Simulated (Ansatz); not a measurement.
```yaml
crystal:
  lattice:
    - [2.60133, 0.00000, 2.60133]
    - [-2.60133, 2.60133, 0.00000]
    - [-10.40533, -10.40533, 10.40533]
  atoms:
    - { symbol: Re, position: [0.00000, 0.00000, 0.00000] }
    - { symbol: Re, position: [0.66667, 0.33333, 0.33333] }
    - { symbol: Re, position: [0.33333, 0.66667, 0.66667] }
    - { symbol: S, position: [0.00000, 0.00000, 0.25000] }
    - { symbol: S, position: [0.66667, 0.33333, 0.58333] }
    - { symbol: S, position: [0.33333, 0.66667, 0.91667] }
    - { symbol: Re, position: [0.33333, 0.66667, 0.16667] }
    - { symbol: Re, position: [0.00000, 0.00000, 0.50000] }
    - { symbol: Re, position: [0.66667, 0.33333, 0.83333] }
    - { symbol: S, position: [0.66667, 0.33333, 0.08333] }
    - { symbol: S, position: [0.33333, 0.66667, 0.41667] }
    - { symbol: S, position: [0.00000, 0.00000, 0.75000] }
```

Space group Fm-3m; started from the rock salt prototype, which need not be the ambient phase; computed pressure about −19 GPa in this cell; spin-polarised.

Method: DFT PBE, scalar-relativistic, plane waves, PAW (Ansatz).

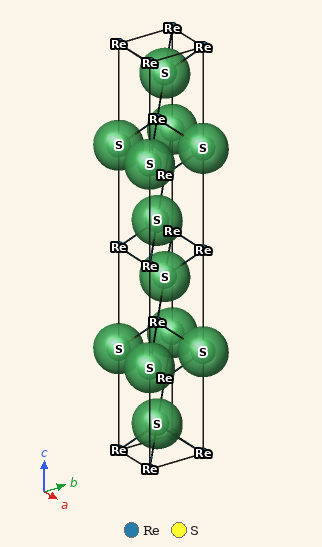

ReS. Isosurface of the electron localisation function at 0.65 (green), seen slightly off an axis. Only the valence region is drawn (cores and ρ < 0.01 e/Å³ removed). Sticks mark near contacts.

Core electrons are frozen (PAW), and the valence fields are smoothed inside the atomic spheres.

### Identify the bonds, lone pairs and shells in this picture.

At this value the surface marks out six regions wrapped around S (the valence shell of each), counted in one cell of 12 atoms. Any copies at cell faces, edges or corners count once.

Values along the shortest contacts:
Re–S (2.60 Å): the ELF peaks at about 0.85 in the valence shell of S, 0.8 Å from its nucleus, and is about 0.35 at the midpoint.
